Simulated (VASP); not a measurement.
Energy against volume of Na2S (antifluorite). All values below come from optB88-vdW, VASP's PBE PAW potentials (set 64) (plane waves; VASP).

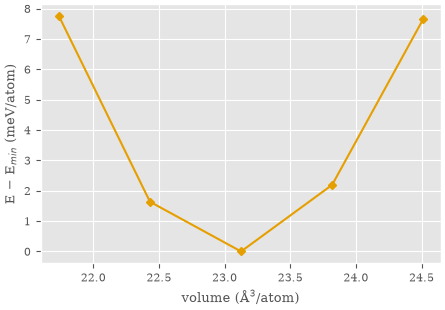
Figure. Energy against volume

Question: Estimate the equilibrium volume and the bulk modulus.

Answer: The minimum lies near 23.1 Å³/atom, and the curvature gives B0 of about 30 GPa.

Measured: a 6.537 Å (computed value off by -0.3 %), as given by Some thermoelectric phenomena in copper chalcogenides replaced by lithium and sodium alkaline metals, Nanomaterials …. The calculation is for a static lattice, while the measured a holds thermal and zero-point effects, which are part of the difference.

The compound is Na2S in the antifluorite structure. It was relaxed first.
